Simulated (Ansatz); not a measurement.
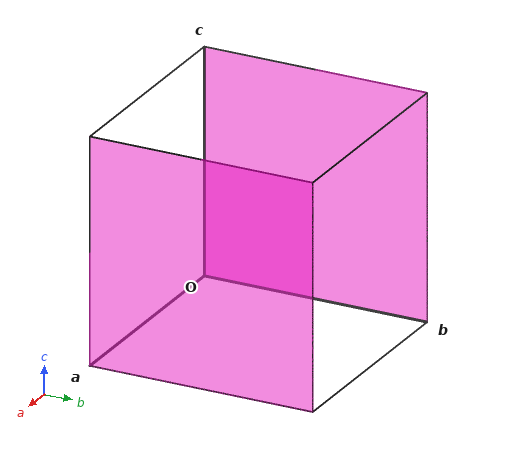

Every member of one family of equally spaced planes, hx + ky + lz = a whole number, that cuts the unit cell is shaded (one member passes through the origin O). Crystal: PrSi3, the input geometry of an electronic-structure calculation (not necessarily at equilibrium); the starting structure was generated, so it need not be a known form of this composition. The drawing is computed from the coordinates (standard cell, symmetry found to 0.002 Å).

a = 4.061 Å, b = 4.061 Å, c = 4.061 Å, α = 90.00°, β = 90.00°, γ = 90.00°.

**Which (hkl) family is drawn?**

(1 0 0); the opposite sign names the same planes. The member next to the origin meets the axes a at 1, b never, c never.

**What is the spacing?**

d = 4.061 Å.

**The space group is No. 221, Pm-3m. How many reflections hkl are equivalent to this one (itself included), and does it occur?**

6 reflections are equivalent in the Laue class m-3m. The space group allows the reflection.
